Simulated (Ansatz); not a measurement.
Start from GaP in the zinc blende structure (space group F-43m, No. 216; a = 5.439 Å). Axes: x, y, z lie along the cube axes.

The change: the cell is stretched by 1.50 % along z with no lateral relaxation, atoms relaxed at fixed cell.

The values are results of PBEsol (Ansatz, a program for electronic structure; PAW; 420 eV plane waves; no spin-orbit coupling), not measurements.

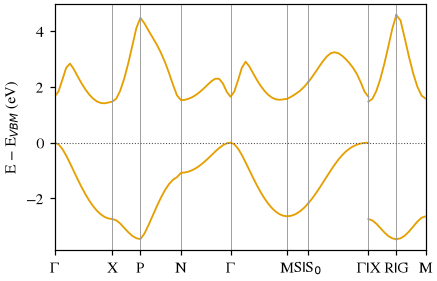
Figure: Highest valence and lowest conduction band along the path of the changed cell's own zone

**Question.** From the figure, how large is the changed gap, and is it direct?

**Answer.** About 1.4 eV, indirect, Γ → Γ–X (87 % along).

The cells carry an imposed strain or load. Whether these cells are dynamically stable was not tested. k-point labels follow each cell's own Brillouin zone.
